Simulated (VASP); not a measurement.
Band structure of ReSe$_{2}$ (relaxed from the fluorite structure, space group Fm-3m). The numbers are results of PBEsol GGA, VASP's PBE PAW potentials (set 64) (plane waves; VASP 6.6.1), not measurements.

Unless said otherwise, spin-orbit coupling is left out, though it shifts the bands of the heavy elements here.

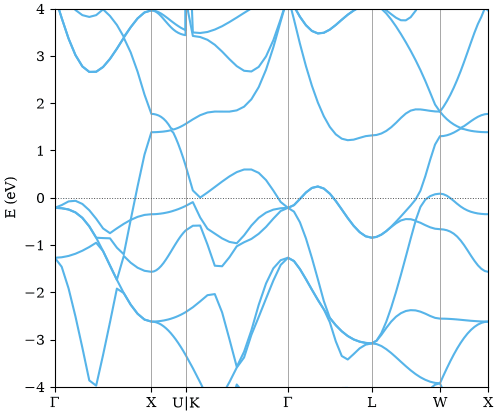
Bands along high-symmetry lines, zero at the valence-band maximum or, without a gap, the Fermi level

Read the plot: is there a gap, and where are the band edges?

It has no gap at this level: it comes out as a metal or semimetal. (Edges off the drawn lines would not show.)

The structure was generated: ReSe2 was put into the fluorite type (Fm-3m), which need not be its known phase. It was relaxed first, which changed the volume by -15 %. The electron count is odd and the run is not spin-polarised, which forces a metal.
